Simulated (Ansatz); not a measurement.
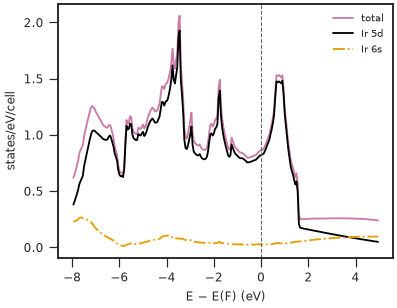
*Total and projected density of states of Ir (fcc (Cu type), space group No. 225), r²SCAN in the plane-wave PAW code Ansatz*

### Question
Which orbitals carry the states next to the Fermi level?

### Answer
Within 0.5 eV of the Fermi level: Ir 5d 95 %. Projections are on Löwdin-orthogonalised atomic valence shells; empty p or d shells of many metals are not among them.

### Question
Where is the tallest occupied peak in this window, and what makes it?

### Answer
Near -3.4 eV, about 2.1 states/eV per cell; the largest projected share is Ir 5d.

Space group Fm-3m (fcc (Cu type)). The r²SCAN relaxation kept the symmetry of its start. No spin polarisation was allowed. Scalar-relativistic: spin–orbit coupling is off unless named, which matters more the heavier the elements.

Potentials: the earlier of the program's two PAW sets.
